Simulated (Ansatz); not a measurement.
Electronic density of states of amorphous In18Ga18Zn18O72H4, density 5.54 g/cm³, on a 2×2×2 Γ-centred mesh with a Gaussian width of 0.1 eV; energies count from the Fermi level. Cell and mesh are small, so fine structure isn't converged. All values below come from PBE, scalar-relativistic without spin-orbit coupling (plane waves to 420 eV, PAW; Ansatz, a first-principles code). Sampling: a 2×2×2 Γ-centred mesh; Fermi-Dirac width 0.02 eV; no spin polarisation. The usual formal charges leave 4 electrons over, so the level spacing at the Fermi energy parts defect or band states and needn't be the band gap. The spare electrons fill defect levels or the bottom of the conduction band, and the levels at the Fermi energy are partly filled.

A CHGNet melt-quench gave the starting glass, which DFT then relaxed. O atoms were pushed apart under 1.9 Å during the dynamics, to hinder bonds among them. The hot cell started wider than the set density and was brought back towards it in steps. It is the lowest in DFT energy of 4 quenches. It is a model cell: composition and starting density were chosen by hand, and all elements were melted together. No dispersion term was used. Its density started from a set value of 5.60 and ended at 5.54 g/cm³. The quench (nominally 280 K/ps over its main leg) was far faster than any real one, so the model tends to hold more defects than a real film. Values belong to this one cell and scatter from quench to quench. Volume and shape were free in the relaxation. On a 2×2×2 Γ-centred mesh force components of up to 0.16 eV/Å stay, since the relaxation ran on the zone centre alone.

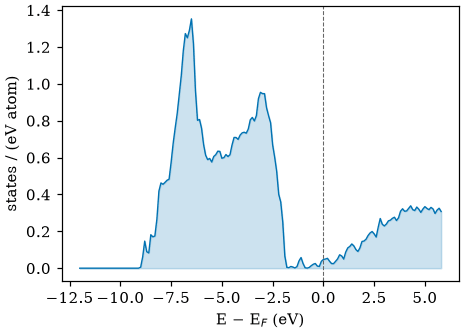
Figure: Density of states per atom
